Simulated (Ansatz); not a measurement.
**CH₅BO₂S: small, medium and large basis sets**

Aim: see how fast density functionals converge with the basis set for CH₅BO₂S.

Program: Ansatz 0.2.0, Gaussian basis. Level of theory: one geometry, several basis sets. These are calculated values, not measurements.

Plan: PBE0-D4/def2-SVP; ωB97M-V/def2-SVP; PBE0-D4/def2-QZVPP; ωB97M-V/def2-QZVPP; the functionals' def2-TZVPP values are taken from earlier runs.

## 1. The geometry

An earlier PBE0-D4 in a triple-zeta def2 set relaxation fixed the geometry.

SMILES `CSB(O)O`, 10 atoms, charge 0, spin multiplicity 1.

Atoms are counted from 1 here; the program's logs count them from 0.

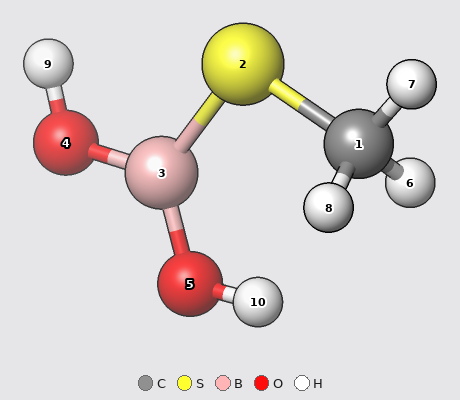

The structure; carbon grey, sulfur yellow, boron pink, oxygen red, hydrogen white; atoms are numbered from 1 in the order of the file.

Coordinates:

```xyz
10

C    -1.01861    0.29689    1.21028
S     0.34919   -0.81937    0.82492
B     0.82765   -0.30405   -0.86572
O     1.85165   -0.94278   -1.49154
O     0.22090    0.69441   -1.55947
H    -1.85328    0.15439    0.52232
H    -1.36045    0.04909    2.21427
H    -0.69349    1.33832    1.20947
H     2.25507   -1.64008   -0.97224
H    -0.49563    1.12199   -1.08939
```

## 2. PBE0-D4 in def2-SVP

Contents of in.yaml:

```yaml
crystal:
  periodic: [false, false, false]
  atoms:
    - {symbol: C, position_ang: [-1.018609, 0.296894, 1.210281]}
    - {symbol: S, position_ang: [0.349190, -0.819366, 0.824921]}
    - {symbol: B, position_ang: [0.827648, -0.304052, -0.865720]}
    - {symbol: O, position_ang: [1.851648, -0.942782, -1.491544]}
    - {symbol: O, position_ang: [0.220899, 0.694405, -1.559470]}
    - {symbol: H, position_ang: [-1.853280, 0.154388, 0.522321]}
    - {symbol: H, position_ang: [-1.360454, 0.049094, 2.214272]}
    - {symbol: H, position_ang: [-0.693485, 1.338317, 1.209471]}
    - {symbol: H, position_ang: [2.255072, -1.640083, -0.972243]}
    - {symbol: H, position_ang: [-0.495629, 1.121985, -1.089391]}
basis:
  gaussian: {orbitals: def2-SVP}
hamiltonian: {xc: pbe0, dispersion: d4}
output: {orbitals: {seedname: orbitals}}
```

The runs that follow: ωB97M-V in def2-SVP; PBE0-D4 in def2-QZVPP; ωB97M-V in def2-QZVPP.

**Question.** What will the summary of the whole plan be? Wanted: PBE0-D4: double and triple zeta above quadruple; ωB97M-V: double and triple zeta above quadruple.

As calculated:

```
                                       quantity           value
PBE0-D4: double and triple zeta above quadruple  11.40, 0.67 eV
ωB97M-V: double and triple zeta above quadruple  11.55, 0.64 eV
```

**Reading.** For PBE0-D4 the step from double to triple zeta gains 10.73 eV and the next only 0.67 eV. These are total energies; as a rule much of such shifts cancels in differences, which this series doesn't test. The LUMO of ωB97M-V is positive and keeps falling with the basis (2.72 to 1.31 eV): an unbound level that the basis holds in place.
